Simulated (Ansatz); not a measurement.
# AlBFH4N: from a rough start to a minimum

The task is to find a stationary geometry of AlBFH4N, then compute its harmonic vibrations to see whether it is a minimum and to get the zero-point energy and entropy, and look at its orbitals and charge.

Program: Ansatz 0.2.0, Gaussian basis. Level of theory: RKS PBE0-D4/def2-TZVP. These are calculated values, not measurements.

Levels to be run: relaxation at PBE-D4/def2-SVP; relaxation at PBE0-D4/def2-TZVP; harmonic vibrations at the same level; a single point in def2-TZVPP for the fields.

### Step 1. The system as given

8 atoms, charge 0, spin multiplicity 1.

Atoms are counted from 1 here; the program's logs count them from 0.

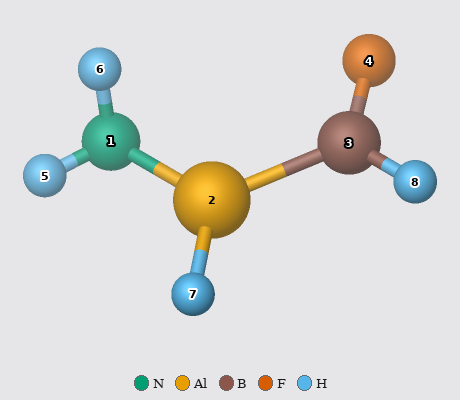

As it starts; nitrogen teal, aluminium amber, boron brown, fluorine orange, hydrogen blue; atoms are numbered from 1 in the order of the file.

As a file:

```
atom    x (Å)    y (Å)    z (Å)
  N1  -1.3207   1.0521   0.2308
 Al2   0.2669   0.1728   0.5530
  B3   0.7537  -1.4575  -0.6102
  F4  -0.0192  -1.8943  -1.6549
  H5  -1.3935   1.9052   0.8535
  H6  -1.3053   1.4994  -0.7504
  H7   1.2707   0.6762   1.7215
  H8   1.8396  -2.0111  -0.3992
```

The start is a force-field geometry with small random shifts, so a cheaper pass at PBE-D4/def2-SVP comes first.

### Step 2. Optimising with PBE-D4/def2-SVP (cheap first pass)

in.yaml reads:

```yaml
crystal:
  periodic: [false, false, false]
  atoms:
    - {symbol: N, position_ang: [-1.320700, 1.052100, 0.230800]}
    - {symbol: Al, position_ang: [0.266900, 0.172800, 0.553000]}
    - {symbol: B, position_ang: [0.753700, -1.457500, -0.610200]}
    - {symbol: F, position_ang: [-0.019200, -1.894300, -1.654900]}
    - {symbol: H, position_ang: [-1.393500, 1.905200, 0.853500]}
    - {symbol: H, position_ang: [-1.305300, 1.499400, -0.750400]}
    - {symbol: H, position_ang: [1.270700, 0.676200, 1.721500]}
    - {symbol: H, position_ang: [1.839600, -2.011100, -0.399200]}
basis:
  gaussian: {orbitals: def2-SVP}
hamiltonian: {xc: pbe, dispersion: d4}
relax: {f_tol: 0.03, max_steps: 200}
```

Started as:

```console
> ansatz run in.yaml --threads 2 --pin off --events-out ev --progress --plain --max-ram 4352MiB
```

The program printed, cut to the lines that bear on the results:

```text
Functional definition: PBE
  name "PBE"
  cite "Perdew, Burke & Ernzerhof, Phys. Rev. Lett. 77, 3865 (1996) doi:10.1103/PhysRevLett.77.3865"
  parent pbe
[...]
899 factors; their error is unknown
[...]
mean field -11530.67626449 eV, -423.7445369471 hartree, gradient 4.6e-5 eV, S^2 0.000000; 0 other end points of the search recorded, 0 dependent functions left out
[...]
reference -11530.67630416 eV, -423.7445384049 hartree; 19, 19 occupied and 61, 61 virtual orbitals, 899 factors
relax step   1: F+E_penalty+E_count = -11530.78996484 eV  Δ(F+E_penalty+E_count) = +0.000e0 eV  max|allowed force component| = 1.962e0 eV/Å  Δτ_max = 0.0000 Å  (26 SCF iters, accepted)
[...]
relax step   3: F+E_penalty+E_count = -11531.06781581 eV  Δ(F+E_penalty+E_count) = -3.879e-2 eV  max|allowed force component| = 2.505e0 eV/Å  Δτ_max = 0.1924 Å  (34 SCF iters, accepted)
[...]
relax step   5: F+E_penalty+E_count = -11531.24026380 eV  Δ(F+E_penalty+E_count) = -2.117e-2 eV  max|allowed force component| = 9.344e-1 eV/Å  Δτ_max = 0.1999 Å  (28 SCF iters, accepted)
[...]
relax step   7: F+E_penalty+E_count = -11531.32452797 eV  Δ(F+E_penalty+E_count) = -1.968e-2 eV  max|allowed force component| = 9.717e-2 eV/Å  Δτ_max = 0.0507 Å  (27 SCF iters, accepted)
[...]
relax step   8: F+E_penalty+E_count = -11531.32674780 eV  Δ(F+E_penalty+E_count) = -2.220e-3 eV  max|allowed force component| = 4.279e-2 eV/Å  Δτ_max = 0.0466 Å  (28 SCF iters, accepted)
[...]
relax step   9: F+E_penalty+E_count = -11531.32759607 eV  Δ(F+E_penalty+E_count) = -8.483e-4 eV  max|allowed force component| = 1.389e-2 eV/Å  Δτ_max = 0.0239 Å  (28 SCF iters, accepted)
899 factors; their error is unknown
mean field -11531.21401778 eV, -423.7642990160 hartree, gradient 1.7e-5 eV, S^2 0.000000; 1 other end points of the search recorded, 0 dependent functions left out
[...]
reference -11531.21405789 eV, -423.7643004899 hartree; 19, 19 occupied and 61, 61 virtual orbitals, 899 factors
Total energy: -11531.32763618 eV, -423.7684744150 hartree
Atom 0 at    -1.044830     1.253586     0.183433 Å, force     0.004138    -0.013886    -0.009691 eV/Å
Atom 1 at     0.358974     0.230871     0.627115 Å, force     0.006458     0.009247     0.012941 eV/Å
Atom 2 at     0.826430    -1.452502    -0.655812 Å, force     0.004264    -0.003686    -0.003934 eV/Å
Atom 3 at     0.028369    -1.731015    -1.695353 Å, force    -0.005197     0.006663     0.001535 eV/Å
Atom 4 at    -1.368170     2.080166     0.693300 Å, force    -0.000906    -0.000874     0.001128 eV/Å
Atom 5 at    -1.646459     1.095481    -0.629500 Å, force    -0.002859     0.001418    -0.001983 eV/Å
Atom 6 at     1.150122     0.676145     1.949897 Å, force    -0.001013     0.001973     0.001078 eV/Å
Atom 7 at     1.787765    -2.209932    -0.528980 Å, force    -0.004885    -0.000854    -0.001074 eV/Å
Dipole moment:    -0.236876     0.182769    -0.068161 e Å
```

Run time: 14 s. Hardware: 2 threads of Arm Neoverse V1, shared host.

Relaxation path:

```
step  energy from step 1 (eV)  largest force component (eV/Å)
   1                   0.0000                          1.9625
   2                  -0.2391                          1.8891
   3                  -0.2779                          2.5053
   4                  -0.4291                          1.7079
   5                  -0.4503                          0.9344
   6                  -0.5149                          0.2633
   7                  -0.5346                          0.0972
   8                  -0.5368                          0.0428
   9                  -0.5376                          0.0139
```

Close pairs (by a distance rule), those that changed most:

```
  bond  before (Å)  after (Å)  change (Å)
Al2–B3       2.061      2.168      +0.106
 N1–H6       1.078      1.024      -0.055
N1–Al2       1.843      1.793      -0.051
 N1–H5       1.059      1.024      -0.035
 B3–F4       1.371      1.340      -0.031
Al2–H7       1.621      1.604      -0.016
 B3–H8       1.237      1.230      -0.007
```

### Step 3. Relaxation at PBE0-D4/def2-TZVP

in.yaml reads:

```yaml
crystal:
  periodic: [false, false, false]
  atoms:
    - {symbol: N, position_ang: [-1.044830, 1.253586, 0.183433]}
    - {symbol: Al, position_ang: [0.358974, 0.230871, 0.627115]}
    - {symbol: B, position_ang: [0.826430, -1.452502, -0.655812]}
    - {symbol: F, position_ang: [0.028369, -1.731015, -1.695353]}
    - {symbol: H, position_ang: [-1.368170, 2.080166, 0.693300]}
    - {symbol: H, position_ang: [-1.646459, 1.095481, -0.629500]}
    - {symbol: H, position_ang: [1.150122, 0.676145, 1.949897]}
    - {symbol: H, position_ang: [1.787765, -2.209932, -0.528980]}
basis:
  gaussian: {orbitals: def2-TZVP}
hamiltonian: {xc: pbe0, dispersion: d4}
relax: {f_tol: 0.005, max_steps: 150}
```

The command is unchanged.

The program printed, cut to the lines that bear on the results:

```text
Functional definition: PBE0
  name "PBE0"
  cite "Adamo & Barone, J. Chem. Phys. 110, 6158 (1999) doi:10.1063/1.478522"
  cite "Perdew, Burke & Ernzerhof, Phys. Rev. Lett. 77, 3865 (1996) doi:10.1103/PhysRevLett.77.3865"
  parent pbe
[...]
935 factors; their error is unknown
[...]
mean field -11540.40664937 eV, -424.1021219959 hartree, gradient 1.8e-5 eV, S^2 0.000000; 0 other end points of the search recorded, 0 dependent functions left out
[...]
reference -11540.40668349 eV, -424.1021232496 hartree; 19, 19 occupied and 135, 135 virtual orbitals, 935 factors
relax step   1: F+E_penalty+E_count = -11540.50299761 eV  Δ(F+E_penalty+E_count) = +0.000e0 eV  max|allowed force component| = 5.698e-1 eV/Å  Δτ_max = 0.0000 Å  (28 SCF iters, accepted)
[...]
reference -11540.43465259 eV, -424.1031510953 hartree; 19, 19 occupied and 135, 135 virtual orbitals, 935 factors
Total energy: -11540.53172571 eV, -424.1067184665 hartree
Atom 0 at    -1.034906     1.237962     0.178051 Å, force     0.001391    -0.001339     0.000053 eV/Å
Atom 1 at     0.358392     0.247183     0.637004 Å, force     0.001001     0.000203    -0.000277 eV/Å
Atom 2 at     0.824043    -1.438581    -0.645947 Å, force    -0.002197    -0.000887     0.000029 eV/Å
Atom 3 at     0.022085    -1.693008    -1.675482 Å, force     0.000847     0.001126    -0.000269 eV/Å
Atom 4 at    -1.365507     2.050082     0.674377 Å, force    -0.001256     0.000070    -0.000529 eV/Å
Atom 5 at    -1.614466     1.063463    -0.627727 Å, force    -0.000024     0.001137     0.001559 eV/Å
Atom 6 at     1.149375     0.679517     1.946212 Å, force    -0.000866     0.000342    -0.001146 eV/Å
Atom 7 at     1.753185    -2.203819    -0.542388 Å, force     0.001105    -0.000652     0.000579 eV/Å
Dipole moment:    -0.122561     0.143356     0.009717 e Å
```

Run time: 21 s. Hardware: 2 threads of Arm Neoverse V1, shared host.

The steps of the relaxation:

```
step  energy from step 1 (eV)  largest force component (eV/Å)
   1                   0.0000                          0.5698
   2                  -0.0256                          0.1822
   3                  -0.0284                          0.0273
   4                  -0.0284                          0.0361
   5                  -0.0287                          0.0062
   6                  -0.0287                          0.0022
```

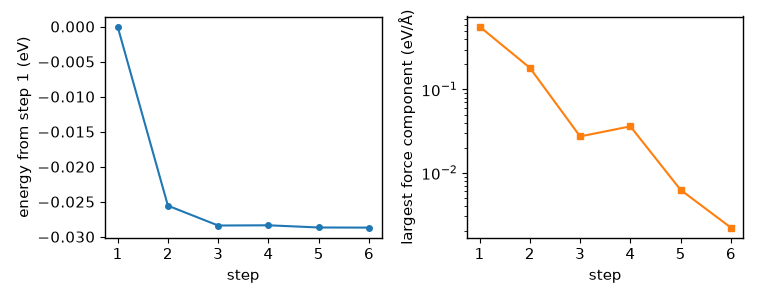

Energy and force, step by step.

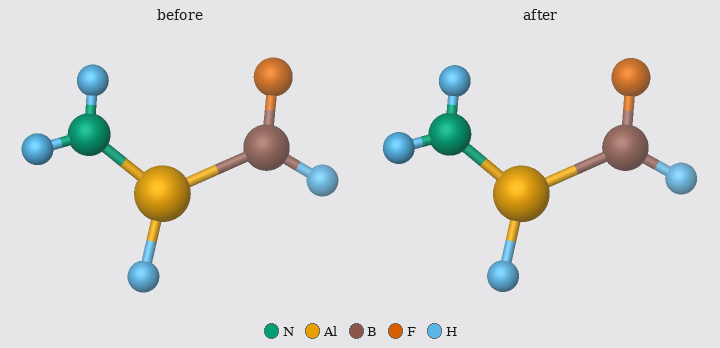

The geometry before (left) and after (right).

Distances of close pairs at the start and the end, largest changes first:

```
  bond  before (Å)  after (Å)  change (Å)
N1–Al2       1.793      1.770      -0.022
 B3–H8       1.230      1.208      -0.022
 N1–H5       1.024      1.008      -0.016
 N1–H6       1.024      1.008      -0.016
Al2–H7       1.604      1.590      -0.015
 B3–F4       1.340      1.330      -0.010
Al2–B3       2.168      2.169      +0.001
```

Mulliken charges at the end point, from the run's report:

```
atom  value (e)
  N1      -0.65
 Al2       0.31
  B3       0.18
  F4      -0.21
  H5       0.24
  H6       0.24
  H7      -0.10
  H8      -0.01
```

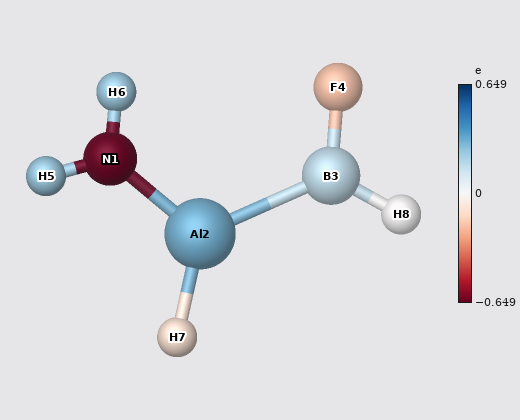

Mulliken charges at the end point, from the run's report, as colours on the atoms.

### Step 4. Force constants and modes

in.yaml reads:

```yaml
crystal:
  periodic: [false, false, false]
  atoms:
    - {symbol: N, position_ang: [-1.034906, 1.237962, 0.178051]}
    - {symbol: Al, position_ang: [0.358392, 0.247183, 0.637004]}
    - {symbol: B, position_ang: [0.824043, -1.438581, -0.645947]}
    - {symbol: F, position_ang: [0.022085, -1.693008, -1.675482]}
    - {symbol: H, position_ang: [-1.365507, 2.050082, 0.674377]}
    - {symbol: H, position_ang: [-1.614466, 1.063463, -0.627727]}
    - {symbol: H, position_ang: [1.149375, 0.679517, 1.946212]}
    - {symbol: H, position_ang: [1.753185, -2.203819, -0.542388]}
basis:
  gaussian: {orbitals: def2-TZVP}
hamiltonian: {xc: pbe0, dispersion: d4}
phonons: {temperatures: {t_min: 298.15, t_max: 900, t_step: 200}}
```

Launched as before.

The program printed, cut to the lines that bear on the results:

```text
Functional definition: PBE0
  name "PBE0"
  cite "Adamo & Barone, J. Chem. Phys. 110, 6158 (1999) doi:10.1063/1.478522"
  cite "Perdew, Burke & Ernzerhof, Phys. Rev. Lett. 77, 3865 (1996) doi:10.1103/PhysRevLett.77.3865"
  parent pbe
[...]
935 factors; their error is unknown
[...]
mean field -11540.43461805 eV, -424.1031498260 hartree, gradient 2.0e-5 eV, S^2 0.000000; 0 other end points of the search recorded, 0 dependent functions left out
[...]
reference -11540.43465213 eV, -424.1031510784 hartree; 19, 19 occupied and 135, 135 virtual orbitals, 935 factors
[...]
935 factors; their error is unknown
mean field -11540.43448164 eV, -424.1031448128 hartree, gradient 7.2e-7 eV, S^2 0.000000; 0 other end points of the search recorded, 0 dependent functions left out
[...]
reference -11540.43451572 eV, -424.1031460652 hartree; 19, 19 occupied and 135, 135 virtual orbitals, 935 factors
[...]
Atom 0 at    -1.034906     1.237962     0.178051 Å, force     0.001378    -0.001329     0.000047 eV/Å
Atom 1 at     0.358392     0.247183     0.637004 Å, force     0.000997     0.000206    -0.000270 eV/Å
Atom 2 at     0.824043    -1.438581    -0.645947 Å, force    -0.002188    -0.000903     0.000014 eV/Å
Atom 3 at     0.022085    -1.693008    -1.675482 Å, force     0.000847     0.001131    -0.000261 eV/Å
Atom 4 at    -1.365507     2.050082     0.674377 Å, force    -0.001255     0.000063    -0.000534 eV/Å
Atom 5 at    -1.614466     1.063463    -0.627727 Å, force    -0.000012     0.001138     0.001574 eV/Å
Atom 6 at     1.149375     0.679517     1.946212 Å, force    -0.000870     0.000342    -0.001151 eV/Å
Atom 7 at     1.753185    -2.203819    -0.542388 Å, force     0.001102    -0.000650     0.000582 eV/Å
Dipole moment:    -0.122561     0.143356     0.009717 e Å
Vibrations: 36.70 92.73 303.26 327.93 465.11 500.87 531.93 582.96 725.31 736.34 825.06 1112.58 1277.29 1568.72 1911.10 2531.01 3600.43 3691.97 cm⁻¹, zero-point energy 1.290755 eV
```

Run time: 89 s. Hardware: 2 threads of Arm Neoverse V1, shared host.

Motions are named by where the mode's potential energy lies. The modes, unscaled (a negative number is an imaginary wavenumber):

```
mode  cm⁻¹                          motion
   1    37                         torsion
   2    93                            bend
   3   303                            bend
   4   328                         torsion
   5   465  torsion with out-of-plane bend
   6   501          Al–B stretch with bend
   7   532                         torsion
   8   583                            bend
   9   725  torsion with out-of-plane bend
  10   736                            bend
  11   825                    Al–N stretch
  12  1113                            bend
  13  1277                     B–F stretch
  14  1569                            bend
  15  1911                    Al–H stretch
  16  2531                     B–H stretch
  17  3600                     N–H stretch
  18  3692                     N–H stretch
```

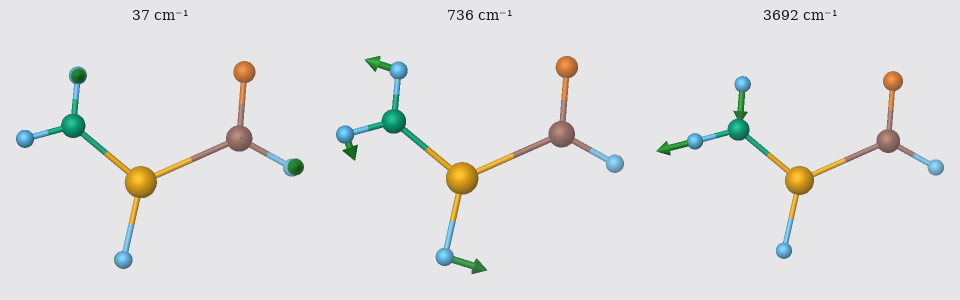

Displacements of 3 modes, as arrows.

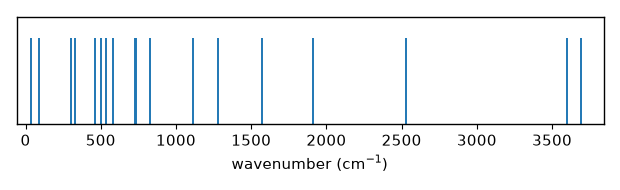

The harmonic wavenumbers as sticks (no intensities were computed).

From these modes and the moments of inertia (298.15 K, 1 bar, symmetry number 1):

```
                term            value
   zero-point energy    29.8 kcal/mol
          H(298) − E    34.4 kcal/mol
entropy, translation  162.7 J/(mol K)
   entropy, rotation  107.7 J/(mol K)
  entropy, vibration   62.8 J/(mol K)
      entropy, total  333.1 J/(mol K)
```

### Step 5. Fields at the relaxed geometry

Changes to in.yaml since step 4:

```diff
@@ -12,4 +12,4 @@
 basis:
-  gaussian: {orbitals: def2-TZVP}
+  gaussian: {orbitals: def2-TZVPP}
 hamiltonian: {xc: pbe0, dispersion: d4}
-phonons: {temperatures: {t_min: 298.15, t_max: 900, t_step: 200}}
+output: {orbitals: {seedname: orbitals}}
```

Same command.

The program printed:

```text
Functional definition: PBE0
  name "PBE0"
  cite "Adamo & Barone, J. Chem. Phys. 110, 6158 (1999) doi:10.1063/1.478522"
  cite "Perdew, Burke & Ernzerhof, Phys. Rev. Lett. 77, 3865 (1996) doi:10.1103/PhysRevLett.77.3865"
  parent pbe
  parameter a = 0.25
  parameter kappa = 0.804
  parameter beta = 0.06672455060314922
  exchange = (1 - a)*pbe_x(kappa = kappa, mu = beta*pi^2/3) + a*exact_x
  correlation = pbe_c(beta = beta)
1016 factors; their error is unknown
mean field evaluation 1: about -11532.3103 eV, gradient 6.7e1 eV
mean field evaluation 2: about -11506.0957 eV, gradient 1.1e2 eV
mean field evaluation 4: about -11540.4184 eV, gradient 6.1e0 eV
mean field evaluation 8: about -11540.4965 eV, gradient 2.9e-1 eV
mean field evaluation 16: about -11540.4966 eV, gradient 1.5e-5 eV
mean field -11540.49662105 eV, -424.1054283942 hartree, gradient 1.5e-5 eV, S^2 0.000000; 0 other end points of the search recorded, 0 dependent functions left out
reference -11540.49665492 eV, -424.1054296387 hartree; 19, 19 occupied and 172, 172 virtual orbitals, 1016 factors
Total energy: -11540.59372804 eV, -424.1089970100 hartree
```

It took 2.8 s on 2 threads of Arm Neoverse V1, shared host.

Orbitals, density, ELF and potential are computed afterwards from the orbital file.

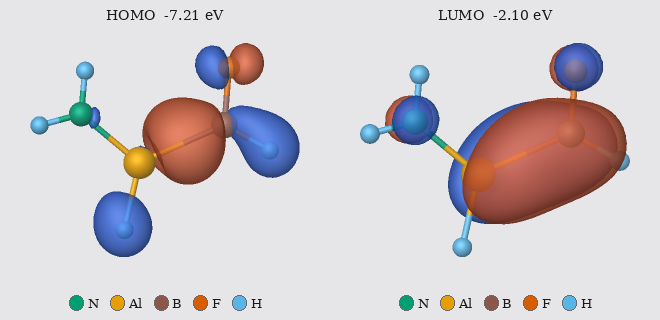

Frontier orbitals at PBE0-D4/def2-TZVPP; each surface holds 70 % of the orbital's density, blue and red mark the sign.

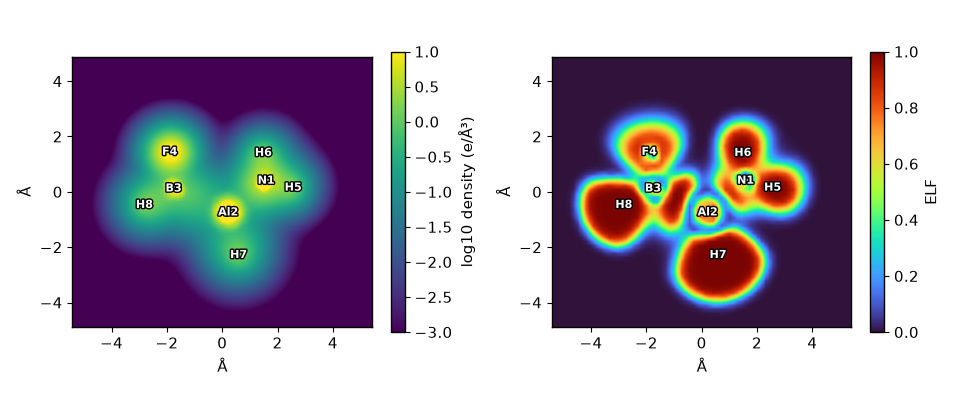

Density (left) and ELF (right) in a plane through or near 8 of the atoms.

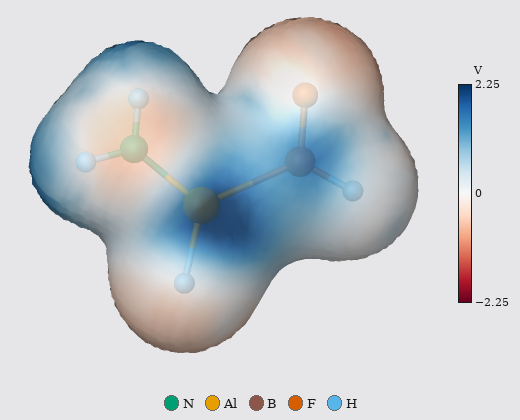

Electrostatic potential on the surface of density 0.002 e/bohr³; red is low, blue high. It runs, from the 1st to the 99th percentile, from -0.71 V near F4 to 2.25 V near Al2.

### Step 6. Summary of results

| quantity | value |
| --- | --- |
| point group | Cs |
| steps | 9 + 6 |
| shift from the start (rms) | 0.290 Å |
| total energy | -11540.5317 eV |
| dispersion term | -97 meV |
| dipole moment | 0.91 D |
| lowest, highest wavenumber | 37, 3692 cm⁻¹ |
| zero-point energy | 29.8 kcal/mol |
| entropy at 298.15 K | 333.1 J/(mol K) |
| HOMO, LUMO | -7.21, -2.10 eV |

The atoms moved 0.29 Å (rms) from the start; the bond that changed most is Al2–B3, from 2.061 to 2.169 Å. No mode is imaginary: a true minimum at this level. The stiffest mode, 3692 cm⁻¹, is an N–H stretch, and 2 modes under 200 cm⁻¹ make the vibrational entropy uncertain. Harmonic hybrid wavenumbers usually lie a few per cent above measured fundamentals. The largest Mulliken charge, -0.65 e, sits on N1. The HOMO lies mostly on B3 35 %; Al2 20 % and the LUMO on B3 44 %; Al2 27 %.
